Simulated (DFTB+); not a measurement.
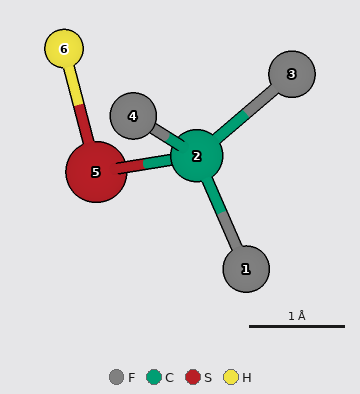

Fig. 1: The input geometry (ball-and-stick view, seen at a tilt; atoms are numbered from 1 in the order of the input).

## CHF₃S: geometry relaxation (part 1 of 3)

System: CHF₃S.
Method: GFN1-xTB, R-SCC, dispersion built in (DFTB+ 25.1).

The geometry comes from this level: PBE0-D4/def2-TZVP.

Input (dftb_in.hsd):
```
Geometry = GenFormat {
  <<< "start.gen"
}

Driver = GeometryOptimisation {
  Optimiser = FIRE {}
  MaxSteps = 100
  Convergence {
    GradElem = 0.001
  }
  AppendGeometries = Yes
}

Hamiltonian = xTB {
  Method = "GFN1-xTB"
}

Analysis {
  PrintForces = Yes
}

Options {
  WriteResultsTag = Yes
}

ParserOptions {
  ParserVersion = 14
}
```

File start.gen:
```
6 C
F C S H
   1  1      0.555700     -0.904600      1.298300
   2  2      0.126100     -0.394900      0.146500
   3  1     -0.982300     -1.045000     -0.208500
   4  1      1.041700     -0.649700     -0.788400
   5  3     -0.150000      1.372100      0.387100
   6  4     -0.549200      1.558100     -0.881200
```

Hardware: 1 thread of AMD EPYC (Zen 3), 24 GiB of memory available, shared host.

Launch command:
```bash
dftb+ > run.log
```

What the program printed:
```
|  DFTB+ development version (commit: a23bfb2)

Reading input file 'dftb_in.hsd'
Parser version: 14

--------------------------------------------------------------------------------

Processed input in HSD format written to 'dftb_pin.hsd'

Starting initialization...
--------------------------------------------------------------------------------
OpenMP threads:              1
Chosen random seed:          696062123
Current stacksize:           unlimited
Mode:                        Geometry optimisation relaxation
Self consistent charges:     Yes
SCC-tolerance:                 0.100000E-04
Max. scc iterations:                    100
Shell resolved Hubbard:      Yes
Spin polarisation:           No
Nr. of up electrons:            16.000000
Nr. of down electrons:          16.000000
Periodic boundaries:         No
Electronic solver:           Relatively robust
Mixer:                       Broyden mixer
Mixing parameter:                  0.200000
Nr. of chrg. vec. in memory:            100
Max. SCC-cycles:                        100
Max. nr. of geometry steps:             100
tblite library version:      0.3.0
-> parametrization:          GFN1-xTB
-> repulsion:                Yes
-> dispersion:               Yes
-> halogen bonding:          Yes
-> electrostatics:           Yes
   -> isotropic:             Yes
   -> anisotropic:           No
   -> third-order:           Yes
Electronic temperature:              0.950045E-03 H      0.258520E-01 eV
Initial charges:             Set automatically (system chrg:   0.000E+00)
Included shells:             F:  s, p
                             C:  s, p
                             S:  s, p, d
                             H:  s, s2
Extra options:
                             Mulliken analysis
                             Force calculation
Force type                   original

--------------------------------------------------------------------------------

***  Geometry step: 0

 iSCC Total electronic   Diff electronic      SCC error
    1   -0.21467433E+02    0.00000000E+00    0.13528245E+01
    2   -0.21731799E+02   -0.21467433E+02    0.90440885E+00
    3   -0.21813637E+02   -0.26436657E+00    0.59070919E+00
    4   -0.21717048E+02   -0.81837626E-01    0.49040987E+00
    5   -0.21805602E+02    0.96588600E-01    0.34409253E+00
    6   -0.21827356E+02   -0.88553932E-01    0.62726417E-01
    7   -0.21826339E+02   -0.21754344E-01    0.95957445E-01
    8   -0.21828274E+02    0.10173963E-02    0.99424804E-02
    9   -0.21828282E+02   -0.19353825E-02    0.75847669E-02
   10   -0.21828292E+02   -0.75263876E-05    0.17411528E-02
   11   -0.21828293E+02   -0.10554512E-04    0.10850070E-02
   12   -0.21828293E+02   -0.35475596E-06    0.24785965E-04
   13   -0.21828293E+02   -0.22488057E-06    0.40816564E-06

Total Energy:                      -21.7841853944 H         -592.7778 eV
Extrapolated to 0K:                -21.7841853944 H         -592.7778 eV
Total Mermin free energy:          -21.7841853944 H         -592.7778 eV
Force related energy:              -21.7841853944 H         -592.7778 eV

total energy  -2.1784185E+01 H       energy change -2.1784185E+01 H
gradient norm  1.9615827E-02 H/a0    max. gradient  1.2010073E-02 H/a0
step length    0.0000000E+00 a0      max. step      0.0000000E+00 a0

--------------------------------------------------------------------------------

***  Geometry step: 1

 iSCC Total electronic   Diff electronic      SCC error
    1   -0.21828307E+02    0.00000000E+00    0.55788759E-04
    2   -0.21828307E+02   -0.13705798E-04    0.40636429E-04
    3   -0.21828307E+02   -0.33276137E-09    0.12880499E-04
    4   -0.21828307E+02   -0.19628033E-09    0.52931183E-05

Total Energy:                      -21.7841892328 H         -592.7779 eV
Extrapolated to 0K:                -21.7841892328 H         -592.7779 eV
Total Mermin free energy:          -21.7841892328 H         -592.7779 eV
Force related energy:              -21.7841892328 H         -592.7779 eV

total energy  -2.1784189E+01 H       energy change -3.8383748E-06 H
gradient norm  1.9518773E-02 H/a0    max. gradient  1.1953697E-02 H/a0
step length    1.9615827E-04 a0      max. step      1.2010073E-04 a0

--------------------------------------------------------------------------------

***  Geometry step: 2

 iSCC Total electronic   Diff electronic      SCC error
    1   -0.21828334E+02    0.00000000E+00    0.11660256E-03
    2   -0.21828334E+02   -0.27327876E-04    0.85176155E-04
    3   -0.21828334E+02   -0.12250787E-08    0.26498621E-04
    4   -0.21828334E+02   -0.71235107E-09    0.10738196E-04
    5   -0.21828334E+02   -0.90487617E-11    0.20033185E-05

Total Energy:                      -21.7841968342 H         -592.7782 eV
Extrapolated to 0K:                -21.7841968342 H         -592.7782 eV
Total Mermin free energy:          -21.7841968342 H         -592.7782 eV
Force related energy:              -21.7841968342 H         -592.7782 eV

total energy  -2.1784197E+01 H       energy change -7.6014176E-06 H
gradient norm  1.9328048E-02 H/a0    max. gradient  1.1841581E-02 H/a0
step length    3.9134593E-04 a0      max. step      2.3964076E-04 a0

--------------------------------------------------------------------------------

***  Geometry step: 3

 iSCC Total electronic   Diff electronic      SCC error
    1   -0.21828375E+02    0.00000000E+00    0.16767974E-03
    2   -0.21828375E+02   -0.40785094E-04    0.12298294E-03
    3   -0.21828375E+02   -0.29604017E-08    0.39447985E-04
    4   -0.21828375E+02   -0.17475763E-08    0.15827236E-04
    5   -0.21828375E+02   -0.20715873E-10    0.31357870E-05

Total Energy:                      -21.7842080500 H         -592.7785 eV
Extrapolated to 0K:                -21.7842080500 H         -592.7785 eV
Total Mermin free energy:          -21.7842080500 H         -592.7785 eV
Force related energy:              -21.7842080500 H         -592.7785 eV

total energy  -2.1784208E+01 H       energy change -1.1215784E-05 H
gradient norm  1.9041655E-02 H/a0    max. gradient  1.1673730E-02 H/a0
step length    5.8462588E-04 a0      max. step      3.5806881E-04 a0

--------------------------------------------------------------------------------

***  Geometry step: 4

 iSCC Total electronic   Diff electronic      SCC error
    1   -0.21828429E+02    0.00000000E+00    0.22300732E-03
    2   -0.21828429E+02   -0.54001237E-04    0.16355286E-03
    3   -0.21828429E+02   -0.51971369E-08    0.52518413E-04
    4   -0.21828429E+02   -0.30616221E-08    0.21052505E-04
    5   -0.21828429E+02   -0.36266101E-10    0.41600998E-05

Total Energy:                      -21.7842226605 H         -592.7789 eV
Extrapolated to 0K:                -21.7842226605 H         -592.7789 eV
Total Mermin free energy:          -21.7842226605 H         -592.7789 eV
Force related energy:              -21.7842226605 H         -592.7789 eV

total energy  -2.1784223E+01 H       energy change -1.4610488E-05 H
gradient norm  1.8662067E-02 H/a0    max. gradient  1.1450897E-02 H/a0
step length    7.7504018E-04 a0      max. step      4.7484047E-04 a0

--------------------------------------------------------------------------------

***  Geometry step: 5

 iSCC Total electronic   Diff electronic      SCC error
    1   -0.21828496E+02    0.00000000E+00    0.27763670E-03
    2   -0.21828496E+02   -0.66902981E-04    0.20347847E-03
    3   -0.21828496E+02   -0.79832709E-08    0.65325973E-04
    4   -0.21828496E+02   -0.46910316E-08    0.26199176E-04
    5   -0.21828496E+02   -0.55685234E-10    0.51553426E-05

Total Energy:                      -21.7842403795 H         -592.7793 eV
Extrapolated to 0K:                -21.7842403795 H         -592.7793 eV
Total Mermin free energy:          -21.7842403795 H         -592.7793 eV
Force related energy:              -21.7842403795 H         -592.7793 eV

total energy  -2.1784240E+01 H       energy change -1.7719031E-05 H
gradient norm  1.8191285E-02 H/a0    max. gradient  1.1173908E-02 H/a0
step length    9.6165432E-04 a0      max. step      5.8942125E-04 a0

--------------------------------------------------------------------------------

***  Geometry step: 6

 iSCC Total electronic   Diff electronic      SCC error
    1   -0.21828575E+02    0.00000000E+00    0.33148580E-03
    2   -0.21828575E+02   -0.79421607E-04    0.24268381E-03
    3   -0.21828575E+02   -0.11251142E-07    0.77840530E-04
    4   -0.21828575E+02   -0.65905255E-08    0.31247532E-04
    5   -0.21828575E+02   -0.78681950E-10    0.61156132E-05

Total Energy:                      -21.7842608601 H         -592.7799 eV
Extrapolated to 0K:                -21.7842608601 H         -592.7799 eV
Total Mermin free energy:          -21.7842608601 H         -592.7799 eV
Force related energy:              -21.7842608601 H         -592.7799 eV

total energy  -2.1784261E+01 H       energy change -2.0480575E-05 H
gradient norm  1.7631826E-02 H/a0    max. gradient  1.0843800E-02 H/a0
step length    1.1435517E-03 a0      max. step      7.0128735E-04 a0

--------------------------------------------------------------------------------

***  Geometry step: 7

 iSCC Total electronic   Diff electronic      SCC error
    1   -0.21828677E+02    0.00000000E+00    0.42832074E-03
    2   -0.21828677E+02   -0.10196908E-03    0.31295813E-03
    3   -0.21828677E+02   -0.18511869E-07    0.10004962E-03
    4   -0.21828677E+02   -0.10804175E-07    0.40252747E-04
    5   -0.21828677E+02   -0.13109869E-09    0.78258644E-05

Total Energy:                      -21.7842862664 H         -592.7806 eV
Extrapolated to 0K:                -21.7842862664 H         -592.7806 eV
Total Mermin free energy:          -21.7842862664 H         -592.7806 eV
Force related energy:              -21.7842862664 H         -592.7806 eV

total energy  -2.1784286E+01 H       energy change -2.5406343E-05 H
gradient norm  1.6912849E-02 H/a0    max. gradient  1.0417934E-02 H/a0
step length    1.4712150E-03 a0      max. step      9.0284735E-04 a0

--------------------------------------------------------------------------------

***  Geometry step: 8

 iSCC Total electronic   Diff electronic      SCC error
    1   -0.21828806E+02    0.00000000E+00    0.54663158E-03
    2   -0.21828806E+02   -0.12898967E-03    0.39858103E-03
    3   -0.21828806E+02   -0.29589803E-07    0.12713390E-03
    4   -0.21828806E+02   -0.17176426E-07    0.51200606E-04
    5   -0.21828806E+02   -0.21224622E-09    0.98719523E-05

Total Energy:                      -21.7843169631 H         -592.7814 eV
Extrapolated to 0K:                -21.7843169631 H         -592.7814 eV
Total Mermin free energy:          -21.7843169631 H         -592.7814 eV
Force related energy:              -21.7843169631 H         -592.7814 eV

total energy  -2.1784317E+01 H       energy change -3.0696627E-05 H
gradient norm  1.6002476E-02 H/a0    max. gradient  9.8759811E-03 H/a0
step length    1.8658705E-03 a0      max. step      1.1460300E-03 a0

--------------------------------------------------------------------------------

***  Geometry step: 9

 iSCC Total electronic   Diff electronic      SCC error
    1   -0.21828967E+02    0.00000000E+00    0.68973777E-03
    2   -0.21828967E+02   -0.16096562E-03    0.50158790E-03
    3   -0.21828967E+02   -0.45994089E-07    0.15956403E-03
    4   -0.21828967E+02   -0.26502388E-07    0.64271396E-04
    5   -0.21828967E+02   -0.33703174E-09    0.12268021E-04
    6   -0.21828967E+02   -0.65167072E-09    0.14414167E-05

Total Energy:                      -21.7843529881 H         -592.7824 eV
Extrapolated to 0K:                -21.7843529881 H         -592.7824 eV
Total Mermin free energy:          -21.7843529881 H         -592.7824 eV
Force related energy:              -21.7843529881 H         -592.7824 eV

total energy  -2.1784353E+01 H       energy change -3.6025006E-05 H
gradient norm  1.4864758E-02 H/a0    max. gradient  9.1949317E-03 H/a0
step length    2.3357475E-03 a0      max. step      1.4361848E-03 a0

--------------------------------------------------------------------------------

***  Geometry step: 10

 iSCC Total electronic   Diff electronic      SCC error
    1   -0.21829166E+02    0.00000000E+00    0.85676299E-03
    2   -0.21829166E+02   -0.19824929E-03    0.61782213E-03
    3   -0.21829166E+02   -0.68760617E-07    0.19240383E-03
    4   -0.21829166E+02   -0.39341653E-07    0.78222986E-04
    5   -0.21829166E+02   -0.55945648E-09    0.14685747E-04
    6   -0.21829166E+02   -0.94395958E-09    0.16932349E-05

Total Energy:                      -21.7843938362 H         -592.7835 eV
Extrapolated to 0K:                -21.7843938362 H         -592.7835 eV
Total Mermin free energy:          -21.7843938362 H         -592.7835 eV
Force related energy:              -21.7843938362 H         -592.7835 eV

total energy  -2.1784394E+01 H       energy change -4.0848082E-05 H
gradient norm  1.3465555E-02 H/a0    max. gradient  8.3485243E-03 H/a0
step length    2.8874821E-03 a0      max. step      1.7778275E-03 a0

--------------------------------------------------------------------------------

***  Geometry step: 11

 iSCC Total electronic   Diff electronic      SCC error
    1   -0.21829407E+02    0.00000000E+00    0.10590040E-02
    2   -0.21829407E+02   -0.24094755E-03    0.76029994E-03
    3   -0.21829407E+02   -0.10108947E-06    0.23613056E-03
    4   -0.21829407E+02   -0.56997823E-07    0.95381878E-04
    5   -0.21829407E+02   -0.87609209E-09    0.17674108E-04
    6   -0.21829407E+02   -0.14146906E-08    0.20330460E-05
```
